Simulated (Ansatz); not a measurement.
## Electronic structure of BrClH3OSi2 (SMILES Cl[SiH2]O[SiH+]Br) (charge +1) in real space

Input

```
crystal:
  periodic: [false, false, false]
  atoms:
    - {symbol: Br, position_ang: [-2.473508, 0.963643, -2.306384]}
    - {symbol: Cl, position_ang: [-0.672985, -1.718795, 0.113730]}
    - {symbol: O, position_ang: [-0.060334, 1.224554, -0.128772]}
    - {symbol: Si, position_ang: [0.483674, -0.169541, 0.770642]}
    - {symbol: Si, position_ang: [-0.967148, 1.963666, -1.184462]}
    - {symbol: H, position_ang: [1.895696, -0.316601, 0.380679]}
    - {symbol: H, position_ang: [0.207998, 0.181717, 2.173549]}
    - {symbol: H, position_ang: [-0.735954, 3.400707, -1.375020]}
basis:
  gaussian: {orbitals: def2-TZVPD}
output: {forces: true, orbitals: {seedname: orbitals}}
hamiltonian: {xc: {name: PBE0}}
total_charge: 1
```

Run with:

```sh
ansatz run input.yaml --threads 2 --pin off --max-ram 4350MiB --events-out events.jsonl --progress --plain --runs-dir runs
```

Geometry: B3LYP-D3(BJ)/def2-SVP.

Computed with isolated molecule in a Gaussian basis; Kohn-Sham density functional theory, functional PBE0 in Ansatz.

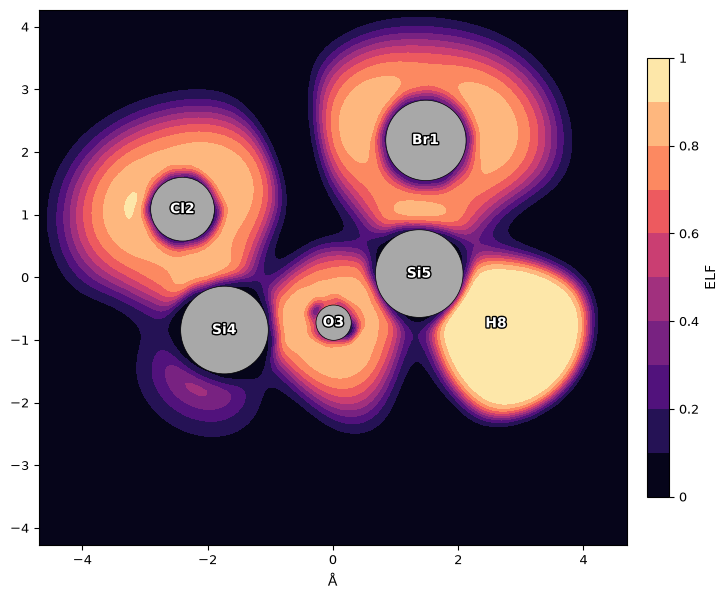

Figure 1. Electron localisation function on the plane of atoms O3, Si5 and H8. Grey discs cover the atomic cores.

Interpret the plot.

The plane passes through Br, Cl, O, Si and H nuclei.
Si–O (1.58 Å): the ELF peaks at about 0.85 between the atoms (a polar covalent bond).
Si–Cl (2.04 Å): the ELF peaks at about 0.85 between the atoms, as expected for a shared but strongly polarised pair.
Si–Br (2.13 Å): the ELF peaks at about 0.85 between the atoms: a polar covalent bond.
Si–H (1.47 Å): the ELF climbs to about 1 towards the hydrogen, as it does in any bond to H.
Si–O (1.75 Å): the ELF peaks at about 0.85 between the atoms (a polar covalent bond).
The ELF also peaks beside O3, Cl2 and Br1, away from the bonds: lone-pair regions.

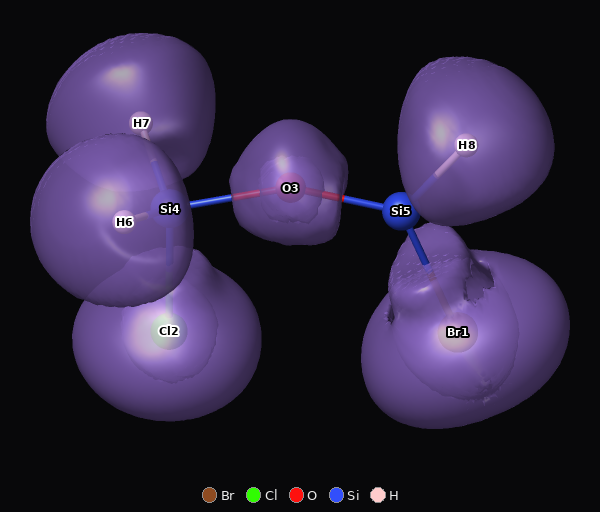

Figure 2. Isosurface of the ELF at 0.75 (purple), seen at a tilt. Only the valence region is drawn (cores and ρ < 0.01 e/Å³ removed).

Where are the electrons localised?

At this value the surface marks out three regions around hydrogen nuclei, one region on Br in which the atom's valence shell and bonds are merged, one region on Cl in which the atom's valence shell and bonds are merged and one region wrapped around O (its lone pairs, merged into a ring or cap).

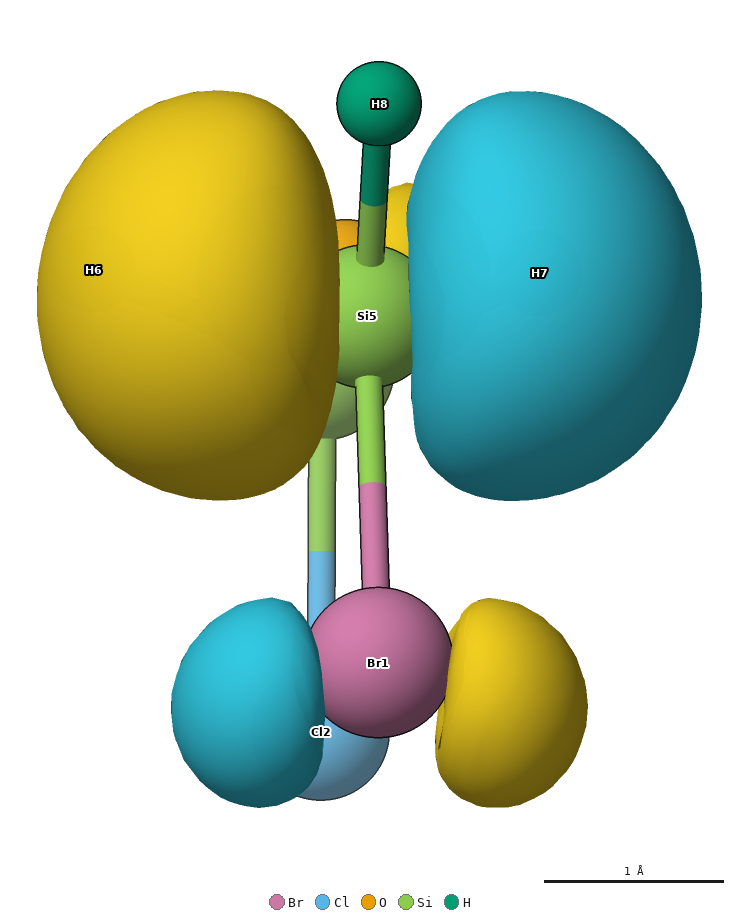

Figure 3. The LUMO at ±0.15 Å⁻³ᐟ² (yellow and cyan are the two phases), seen at an oblique angle.

What is the character of this orbital?

By Hirshfeld shares it lies mainly on Si5 (about 65 %), Br1 (about 15 %) and O3 (about 10 %). Its energy is −7.80 eV.
